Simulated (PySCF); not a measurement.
SMILES [Si](C)(C)([In]([CH3])[CH3])C (C₅H₁₅InSi) at its GFN2-xTB optimised geometry (Å):

```
22

In    -1.6330     1.7420     0.0000
C     -2.1951     2.8174    -1.9083
H     -1.5520     2.5349    -2.7429
H     -2.1134     3.8950    -1.7533
H     -3.2266     2.5898    -2.1844
C     -1.9377     2.9452     1.8902
H     -1.9319     2.3221     2.7854
H     -2.8936     3.4701     1.8359
H     -1.1469     3.6919     1.9867
Si    -0.6997    -0.7367     0.0000
C     -1.3128    -1.6882     1.5507
C      1.2214    -0.7367     0.0000
C     -1.3147    -1.6594    -1.5668
H     -0.9315    -2.7046     1.5885
H     -0.9963    -1.1794     2.4582
H     -2.3995    -1.7380     1.5626
H      1.6018    -0.2226     0.8799
H      1.6023    -0.2174    -0.8768
H      1.6330    -1.7420    -0.0028
H     -1.0112    -1.1254    -2.4644
H     -2.4009    -1.7190    -1.5713
H     -0.9245    -2.6710    -1.6326
```

Computed with CAM-B3LYP/def2-SVP, def2 effective core potentials past Kr in PySCF 2.14.0. The core electrons that the potentials of In replace are not part of the density. Cells within 0.4 Å of a nucleus heavier than hydrogen are left out (blank, or x).

Map of the electrostatic potential (hartree/e), clipped to [-0.08, 0.12] on the plane z = 0.0 Å:

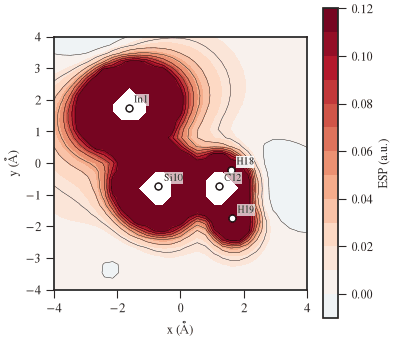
Figure: Electrostatic potential (hartree/e), clipped to [-0.08, 0.12] on the plane z = 0.0 Å.
